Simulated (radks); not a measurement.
Computed with the in-house radial solver radks: scalar-relativistic Kohn-Sham, PBE, spin-polarised, spherical densities, finite nucleus. The occupation of the 4p shell is varied from Nb²⁺ ([Ar] 3d10 4s2 4p5 4d4 (high spin)) to Nb⁺ ([Kr] 4d4 (high spin)), with spherical fractional occupations. Wanted, and plotted below: the total energy less the straight line between the end points, and the eigenvalue of 4p↓ (the dashed line is minus the energy to take the whole electron out).

The curve is convex (below the straight line), with the largest deviation among the points computed, −1.46 eV, at 0.5. The end points differ by 45.0 eV, the energy to take the electron out. The eigenvalue, which is the slope of the energy (Janak's theorem), moves from −51.0 eV at 0 to −39.3 eV at 1; for a straight line it would stay constant, and a parabola would sag by an eighth of this change, scaled to a whole electron, 1.46 eV. Convexity is the mark of the delocalisation error, which puts fractional charges too low; for p, d and f shells the spherical spreading of the fraction adds to it. The shell lies under occupied ones, so the straight line is a guide here rather than an exact condition.

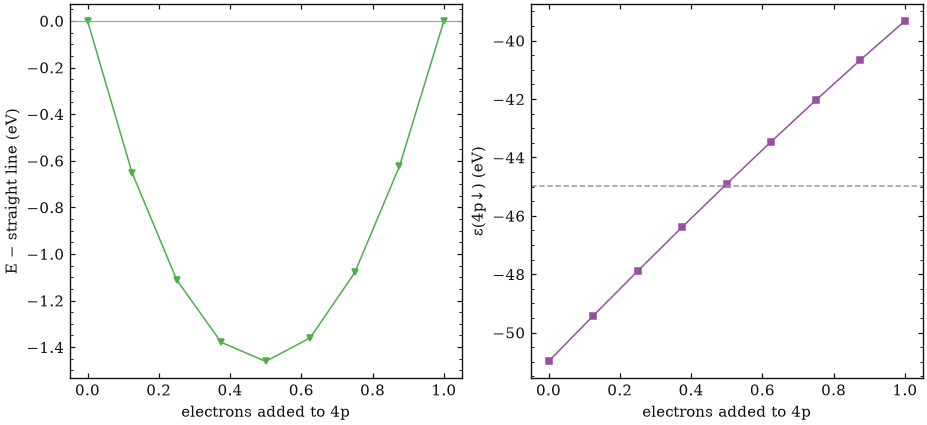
